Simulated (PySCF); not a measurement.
**C2H8FNSi2: density, localisation and related maps**

Input

```
{"job": {"kind": "uv", "xc": "PBE0", "basis": "def2-SVPD", "nstates": 6, "ntriplets": 2}, "charge": 0, "multiplicity": 1}
F      0.106134     2.081609     1.758927
Si     0.075184     1.559324     0.226437
C      1.343238     0.184848    -0.073318
C      0.670095    -1.179677     0.145659
Si    -1.158905    -1.065086    -0.366921
N     -1.347418     0.635225    -0.062403
H      0.159349     2.781357    -0.552807
H      1.695677     0.245644    -1.103692
H      2.226071     0.282564     0.559387
H      1.217733    -1.962742    -0.379153
H      0.718187    -1.429871     1.206767
H     -1.384674    -1.362015    -1.787833
H     -2.067054    -1.838278     0.483021
H     -2.254294     1.066624    -0.076238
```

Run with:

```sh
OMP_NUM_THREADS=1 python probes_run.py task.json out
```

Geometry: GFN2-xTB.

These are results of PySCF, PBE0/def2-SVPD, SCF density, gas phase, not measurements.

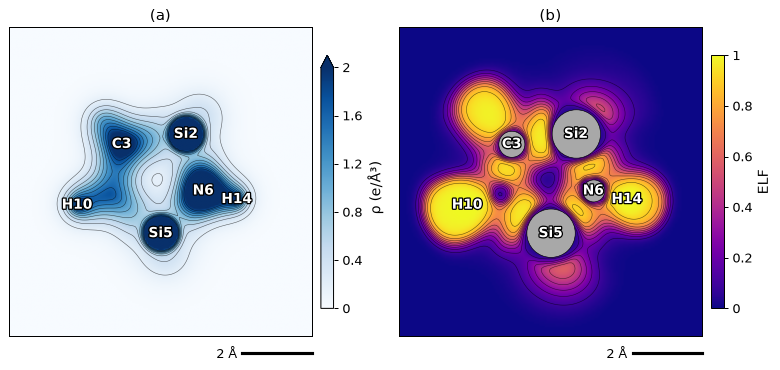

Figure 1. (a) total electron density; (b) electron localisation function on the plane of atoms Si2, N6 and Si5. Grey discs cover the atomic cores in the ELF map.

Q: What do the fields say about this system?

A: The section cuts through Si, C, N and H sites. Si–N (1.72 Å): the density is about 1.1 e/Å³ at the midpoint; the ELF peaks at about 0.90 between the atoms, as expected for a polar covalent bond. C–Si (1.89 Å): the density is about 0.96 e/Å³ at the midpoint; the ELF peaks at about 0.95 between the atoms: a shared electron pair. N–H (1.00 Å): ρ at the midpoint is about 2.8 e/Å³; the ELF climbs to about 1 towards the hydrogen, as it does in any bond to H (an ordinary covalent bond to hydrogen).

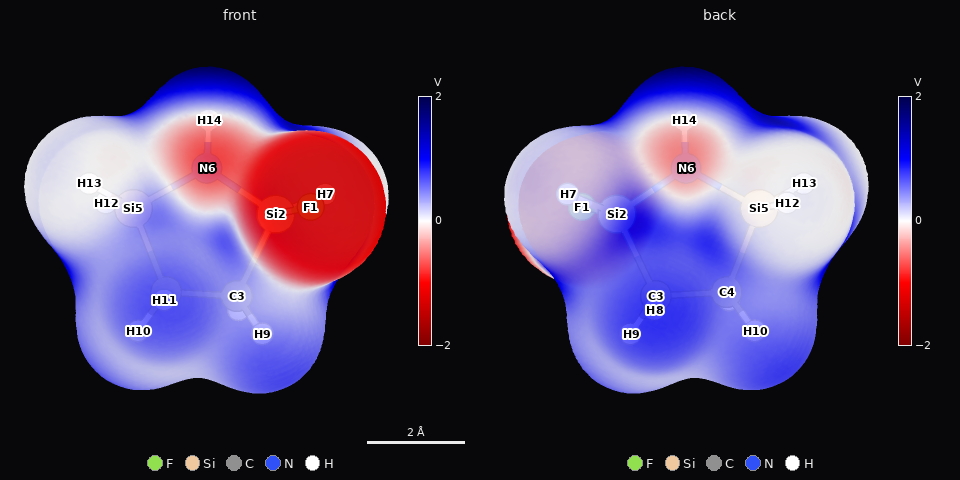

Figure 2. The electrostatic potential painted on the density surface at 0.002 e/bohr³, seen from the front and from behind; red is negative and blue positive.

Q: Where is the surface potential most negative and most positive?

A: The most negative region (about −1.2 V) lies over F1, the most positive (about +1.8 V) over H14.
